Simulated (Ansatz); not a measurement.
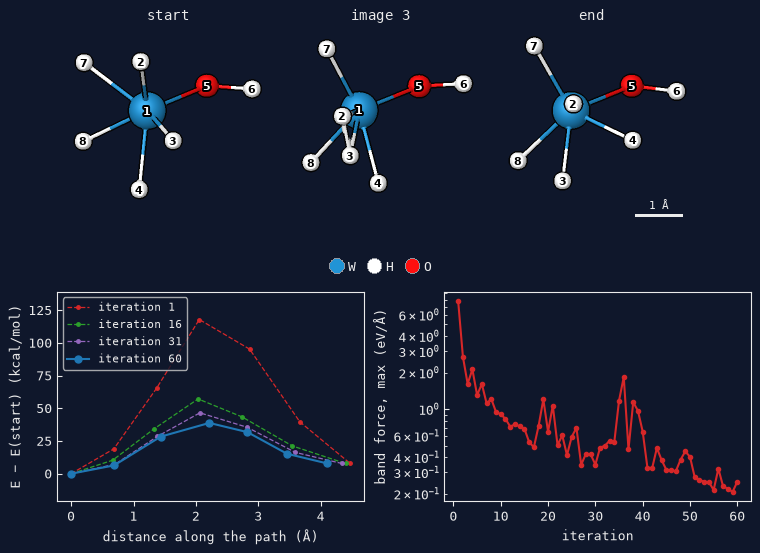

NEB run on WH6O. Images are numbered from 0 (start) to 6 (end). The plot follows the band through its iterations. A ball-and-stick model, seen from a free direction.

Method: Ansatz, RKS B3LYP/def2-SVP. Set-up: 5 movable images; climbing image from the first iteration; force threshold 0.05 eV/Å; iteration limit 60; optimiser FIRE; starting path through a guess of the saddle point.

Question: Judge this run.

Answer: The result isn't final. The band hadn't converged when the run stopped after 60 iterations. The largest component of the band force went from 7.8 to 0.25 eV/Å. The barrier read from it is provisional: over the last two iterations the highest image moved from 39.2 kcal/mol to 38.8 kcal/mol. The first iteration put the highest image at 117.9 kcal/mol. The highest point, image 3, lies 38.8 kcal/mol above the start and 31.0 kcal/mol above the end; the end is at +7.8 kcal/mol relative to the start.

The run took 5.6 min on 1 thread of AMD EPYC 9R45 96-Core Processor (Zen 5) (shared host), peak memory 0.16 GiB.
